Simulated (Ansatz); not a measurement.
**C₂H₇FSi: density, localisation and related maps**

Input

```
crystal:
  periodic: [false, false, false]
  atoms:
    - { symbol: Si, position_ang: [0.114718, 0.004494, -0.008359] }
    - { symbol: F, position_ang: [0.407644, -0.092694, 1.556696] }
    - { symbol: H, position_ang: [1.538528, 0.093808, -0.287937] }
    - { symbol: C, position_ang: [-0.863017, 1.532424, -0.450903] }
    - { symbol: H, position_ang: [-1.905234, 1.450615, -0.11952] }
    - { symbol: H, position_ang: [-0.431707, 2.432588, -0.000489] }
    - { symbol: H, position_ang: [-0.872267, 1.672867, -1.539592] }
    - { symbol: C, position_ang: [-0.727274, -1.533352, -0.651295] }
    - { symbol: H, position_ang: [-1.699159, -1.678253, -0.158863] }
    - { symbol: H, position_ang: [-0.914251, -1.450221, -1.731311] }
    - { symbol: H, position_ang: [-0.123479, -2.432375, -0.478827] }
basis:
  gaussian: { orbitals: "6-31G*" }
hamiltonian:
  xc: pbe0
relax:
  f_tol: 0.03
  max_steps: 50
output:
  orbitals: {}
```

Run with:

```sh
ansatz run input.yaml --threads 1 --pin off --max-ram 2048MiB --backend cpu --events-out ev --progress --plain --runs-dir out
```

The fields are those of the run's last geometry, not of the input's.

These are results of RKS PBE0/6-31G* in Ansatz, not measurements.

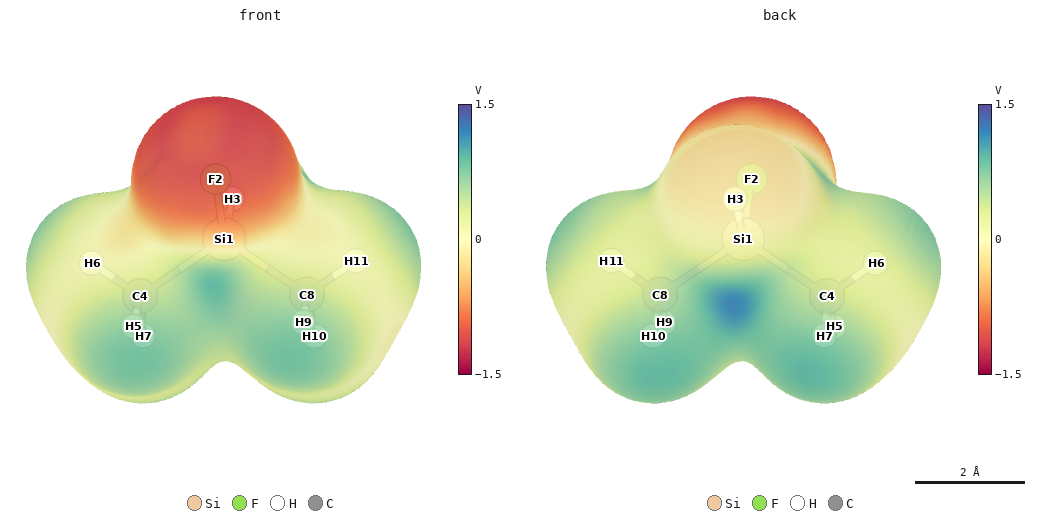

Figure 1. The electrostatic potential painted on the density surface at 0.002 e/bohr³, seen from the front and from behind; red is negative and blue positive.

Which sites attract a positive test charge, and which a negative one?

A positive charge is drawn to the negative regions and a negative charge to the positive ones. The most negative region (about −1.2 V, or −28 kcal/mol for a unit charge) lies over F2, the most positive (about +1.1 V, or +25 kcal/mol for a unit charge) over Si1.

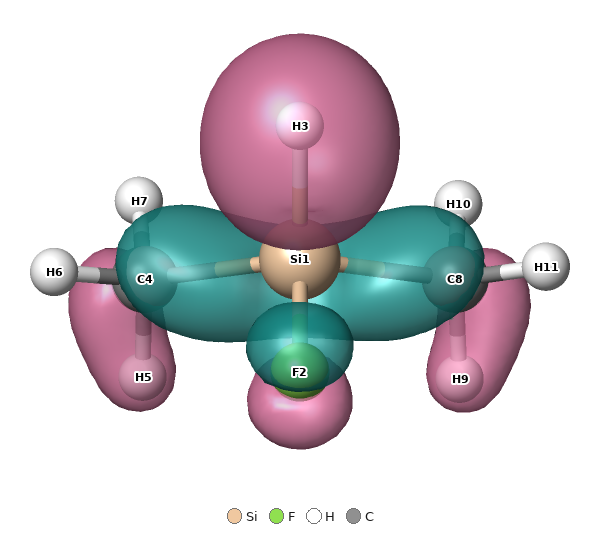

Figure 2. The HOMO−1 at ±0.15 Å⁻³ᐟ² (teal and pink are the two phases), seen from one side.

What is the character of this orbital?

By Hirshfeld shares it lies mainly on H3 (about 30 %), Si1 (about 25 %), C4 (about 10 %), C8 (about 10 %) and F2 (about 10 %). Its energy is −8.78 eV.

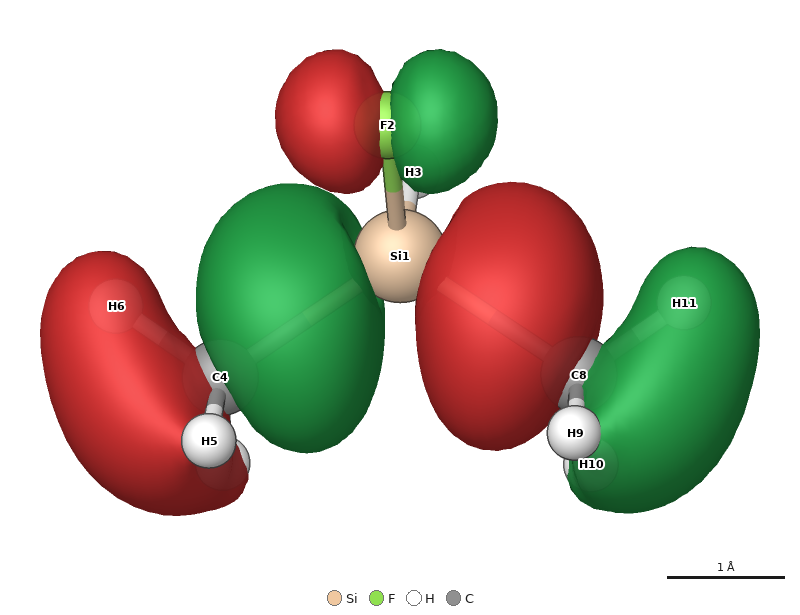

Figure 3. The HOMO at ±0.1 Å⁻³ᐟ² (green and red are the two phases), seen across its widest extent.

Where does this orbital lie, and at what energy?

Its weight (Hirshfeld) is mainly on C4 (about 25 %), C8 (about 25 %), Si1 (about 20 %) and F2 (about 10 %). Its energy is −8.65 eV.
